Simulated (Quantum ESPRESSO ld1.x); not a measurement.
Run report: Ca⁺, atomic calculation

- system: Ca⁺ (Z = 20, 19 electrons) in the configuration [Ar] 4s1 (both spins equally filled).
- method: non-relativistic Kohn-Sham, LDA (Slater exchange, VWN5 correlation), spin-polarised, spherical densities, point nucleus (Quantum ESPRESSO ld1.x 7.5)

Key numbers:

- outcome: converged
- total energy: −675.505938 hartree
- kinetic energy: 674.436294 hartree
- electron–nucleus energy: −1596.2023 hartree
- Hartree energy: 280.241718 hartree
- exchange–correlation energy: −33.981615 hartree
- radius at density 0.001 e/bohr³: 4.29 bohr
- SCF iterations: 26
- hardware: 1 CPU thread, shared host
- wall time: 0.64 s

The input:
```
 &input
    atom='Ca',
    iswitch=1,
    rel=0,
    lsd=1,
    dft='SLA-VWN',
    config='[Ar] 4s0.5 4s0.5',
    verbosity='high',
    prefix='ld1',
    max_out_wfc=37,
    file_charge='ld1.rho',
 /
```

Launched with:
```bash
OMP_NUM_THREADS=1 ld1.x < ld1.in > ld1.out
```

The program's output:
```
     Program LD1 v.7.5 starts

     --------------------------- All-electron run ----------------------------

     atomic number is 20.00
     dft =SLA-VWN   lsd =1 sic =0 latt =0  beta=0.20 tr2=1.0E-14
     Exchange-correlation= SLA-VWN
                           (   1   2   0   0   0   0   0)
     mesh =1827 r(mesh) = 100.71228 a.u. xmin = -7.00 dx = 0.00800
     1 Ry =  13.60569312 eV

     n l     nl                  e(Ry)          e(Ha)          e(eV)
     1 0     1S 1( 1.00)    -288.390597326    -144.195298663  -3923.7539668
     2 0     2S 1( 1.00)     -30.611794235     -15.305897117   -416.4946783
     2 1     2P 1( 3.00)     -25.088902895     -12.544451448   -341.3519136
     3 0     3S 1( 1.00)      -3.923019279      -1.961509639    -53.3753964
     3 1     3P 1( 3.00)      -2.569061941      -1.284530970    -34.9538684
     4 0     4S 1( 0.50)      -0.671142228      -0.335571114     -9.1313552
     4 0     4S 2( 0.50)      -0.671142228      -0.335571114     -9.1313552
     1 0     1S 2( 1.00)    -288.390597326    -144.195298663  -3923.7539668
     2 0     2S 2( 1.00)     -30.611794235     -15.305897117   -416.4946783
     2 1     2P 2( 3.00)     -25.088902895     -12.544451448   -341.3519136
     3 0     3S 2( 1.00)      -3.923019279      -1.961509639    -53.3753964
     3 1     3P 2( 3.00)      -2.569061941      -1.284530970    -34.9538684

     final scf error:  5.6E-15 reached in  26 iterations

     Etot =   -1351.011876 Ry,    -675.505938 Ha,  -18381.452992 eV
     Total magnetization:    0.00 Bohr mag.

     Ekin =    1348.872587 Ry,     674.436294 Ha,   18352.346482 eV
     Encl =   -3192.404670 Ry,   -1596.202335 Ha,  -43434.878263 eV
     Eh   =     560.483437 Ry,     280.241718 Ha,    7625.765640 eV
     Exc  =     -67.963230 Ry,     -33.981615 Ha,    -924.686850 eV

     normalization and overlap integrals

     s(1S/1S) =  1.000000  <r> =   0.0775  <r2> =    0.0081  r(max) =   0.0508
     s(1S/2S) = -0.000000
     s(1S/3S) =  0.000000
     s(1S/4S) =  0.000000
     s(2S/2S) =  1.000000  <r> =   0.3680  <r2> =    0.1603  r(max) =   0.3025
     s(2S/3S) = -0.000000
     s(2S/4S) =  0.000000
     s(2P/2P) =  1.000000  <r> =   0.3292  <r2> =    0.1341  r(max) =   0.2477
     s(2P/3P) = -0.000000
     s(3S/3S) =  1.000000  <r> =   1.1630  <r2> =    1.5625  r(max) =   0.9963
     s(3S/4S) =  0.000000
     s(3P/3P) =  1.000000  <r> =   1.2697  <r2> =    1.9031  r(max) =   1.0453
     s(4S/4S) =  1.000000  <r> =   3.5757  <r2> =   14.4953  r(max) =   3.1276
     s(4S/4S) =  1.000000  <r> =   3.5757  <r2> =   14.4953  r(max) =   3.1276
     s(4S/1S) =  0.000000
     s(4S/2S) =  0.000000
     s(4S/3S) =  0.000000
     s(1S/1S) =  1.000000  <r> =   0.0775  <r2> =    0.0081  r(max) =   0.0508
     s(1S/2S) = -0.000000
     s(1S/3S) =  0.000000
     s(2S/2S) =  1.000000  <r> =   0.3680  <r2> =    0.1603  r(max) =   0.3025
     s(2S/3S) = -0.000000
     s(2P/2P) =  1.000000  <r> =   0.3292  <r2> =    0.1341  r(max) =   0.2477
     s(2P/3P) = -0.000000
     s(3S/3S) =  1.000000  <r> =   1.1630  <r2> =    1.5625  r(max) =   0.9963
     s(3P/3P) =  1.000000  <r> =   1.2697  <r2> =    1.9031  r(max) =   1.0453

     ------------------------ End of All-electron run ------------------------
```

Slater integrals of the outer shells (hartree):

```
 integral   value
F0(4s,4s)  0.2518
F0(4s,3p)  0.3211
G1(4s,3p)  0.0229
F0(4s,3s)  0.3237
G0(4s,3s)  0.0157
F0(4s,2p)  0.3474
G1(4s,2p)  0.0079
F0(3p,3p)  0.7125
F2(3p,3p)  0.3563
F0(3p,3s)  0.7419
G1(3p,3s)  0.4917
F0(3p,2p)  0.9738
F2(3p,2p)  0.1802
G0(3p,2p)  0.0712
```

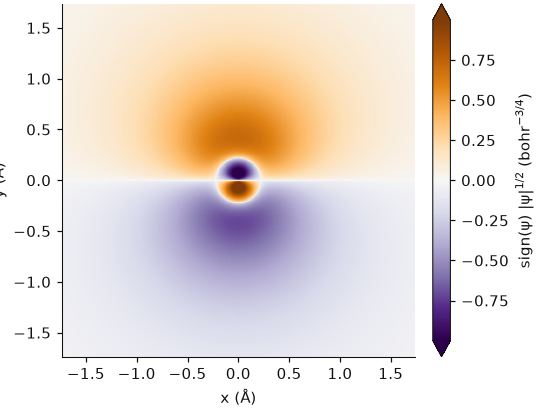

Figure 1. The 3p(y) orbital. In the xy plane through the nucleus, the colour gives the signed square root of ψ. (1 bohr = 0.529 Å.) The radial function comes from the spherical calculation and is multiplied by a real spherical harmonic; the overall sign is chosen so that the largest lobe of P(r) is positive. It has the nodal plane xz and 1 radial node, at r = 0.421 bohr. The outermost maximum of P² lies at 1.05 bohr, ⟨r⟩ = 1.27 bohr, 90 % of the charge lies within 1.96 bohr, and the eigenvalue is −35.0 eV, with 6 electrons in the shell.

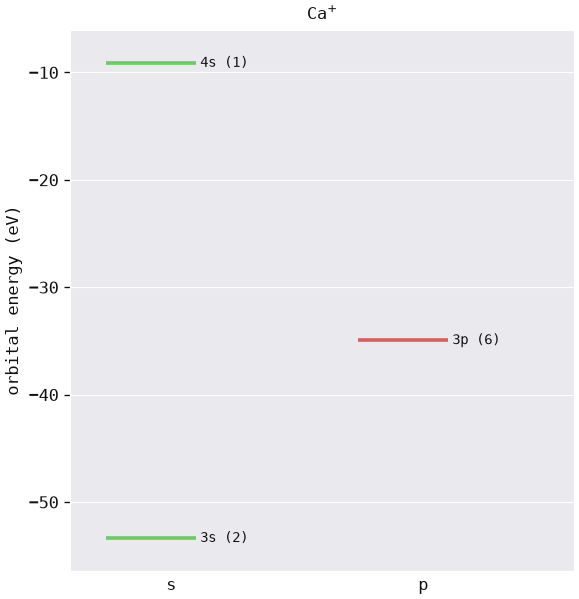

Figure 2. The outer levels are drawn by angular momentum (occupations in brackets). The highest occupied level is 4s at −9.13 eV. From the top down the occupied levels run 4s (−9.13 eV), 3p (−35.0 eV), 3s (−53.4 eV).

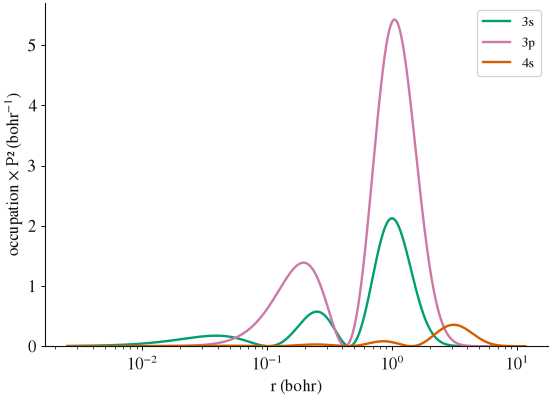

Figure 3. The radial probability densities P² of 4s, 3p and 3s, each times its occupation. 3s: outer maximum at 0.996 bohr, ⟨r⟩ = 1.16 bohr, 2 nodes, eigenvalue −53.4 eV; 3p: outer maximum at 1.05 bohr, ⟨r⟩ = 1.27 bohr, 1 node, eigenvalue −35.0 eV; 4s: outer maximum at 3.13 bohr, ⟨r⟩ = 3.58 bohr, 3 nodes, eigenvalue −9.13 eV.

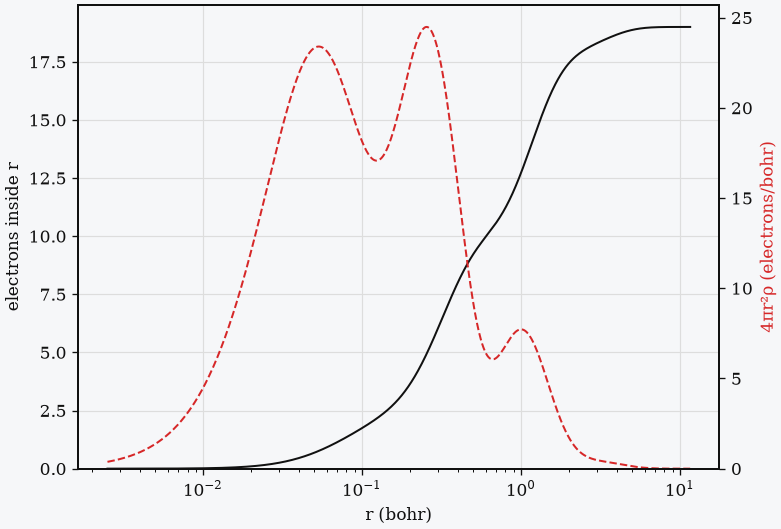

Figure 4. The number of electrons inside radius r (solid) and the radial density 4πr²ρ (dashed). The count levels off at 19 electrons. Half of them lie within 0.534 bohr, 90 % within 1.84 bohr and 99 % within 4.62 bohr. The radial density has minima at 0.123 and 0.663 bohr, where the count stands at 2.2 and 10.4; these part the shells that the density resolves.
